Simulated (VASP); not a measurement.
Band structure of PtS$_{2}$ (1T layered). These are AM05 GGA, VASP's PBE PAW potentials (set 64) (plane waves; VASP) values and carry that method's errors.

Without a dispersion term in the relaxation, distances and binding between the weakly bound layers, chains or molecules are unreliable, and so is what depends on them. Unless said otherwise, spin-orbit coupling is left out, though it shifts the bands of the heavy elements here.

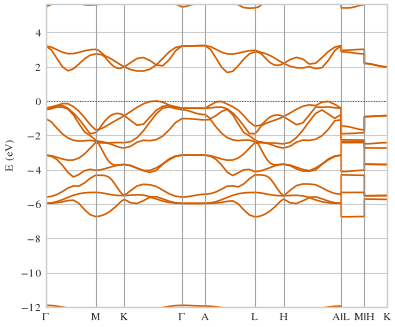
Fig. 1. Bands along high-symmetry lines, zero at the valence-band maximum or, without a gap, the Fermi level

Read the plot: is there a gap, and where are the band edges?

The gap is indirect, 1.66 eV, from the valence maximum at K-Γ at 0.56 to the conduction minimum at A-L at 0.44. (Edges off the drawn lines would not show.)

The compound is PtS2 in the 1T layered structure. It was relaxed first, which changed the volume by +31 %.
